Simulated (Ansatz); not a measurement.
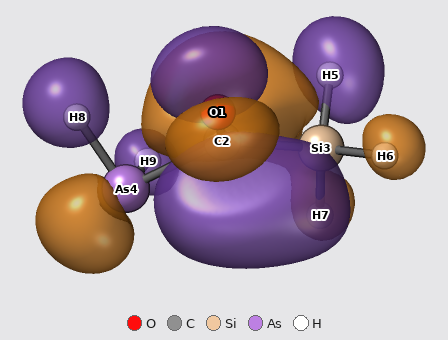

Figure. CH5AsOSi (SMILES O=C([SiH3])[AsH2]). One frontier orbital at ±0.06 Å⁻³ᐟ² (orange and purple are the two phases), seen from one side.

Computed with RKS B3LYP/def2-SVP in Ansatz.

```yaml
atoms:
  - { symbol: O, position_ang: [1.0652, -1.4703, -0.8282] }
  - { symbol: C, position_ang: [0.2458, -0.6994, -0.4000] }
  - { symbol: Si, position_ang: [0.5207, 1.2282, -0.5193] }
  - { symbol: As, position_ang: [-1.5011, -1.4067, 0.4190] }
  - { symbol: H, position_ang: [1.2731, 1.6352, 0.7018] }
  - { symbol: H, position_ang: [1.3101, 1.5415, -1.7412] }
  - { symbol: H, position_ang: [-0.7994, 1.9213, -0.5429] }
  - { symbol: H, position_ang: [-0.7694, -2.4217, 1.2933] }
  - { symbol: H, position_ang: [-1.5389, -0.3427, 1.5197] }
```

### Which orbital is it: HOMO or LUMO?

The LUMO, at −1.77 eV. Its weight (Hirshfeld) is mainly on C2 (about 40 %), O1 (about 30 %), Si3 (about 15 %) and As4 (about 10 %); π-antibonding (π*) across C2–O1.
